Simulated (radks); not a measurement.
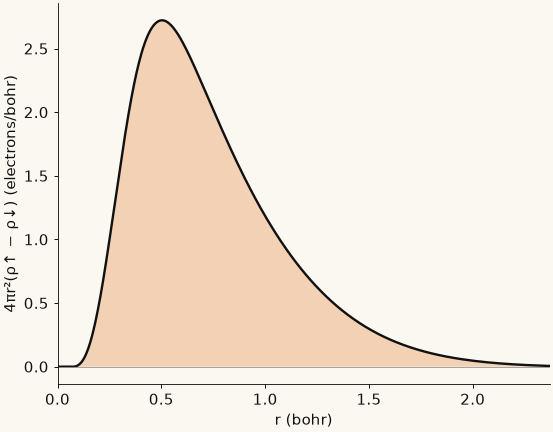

System: the Er²⁺ ion, configuration [Xe] 4f12 (high spin). Computed with the in-house radial solver radks: scalar-relativistic Kohn-Sham, r2SCAN, spin-polarised, spherical densities, finite nucleus.

The plot shows the radial spin density.

**Read the plot.**

The curve integrates to 2 unpaired electrons, held by 4f (+2). Its largest value, 2.72 electrons/bohr, lies near r = 0.51 bohr. Regions of the opposite sign hold 0.0042 electrons in all, from the polarisation of filled shells.
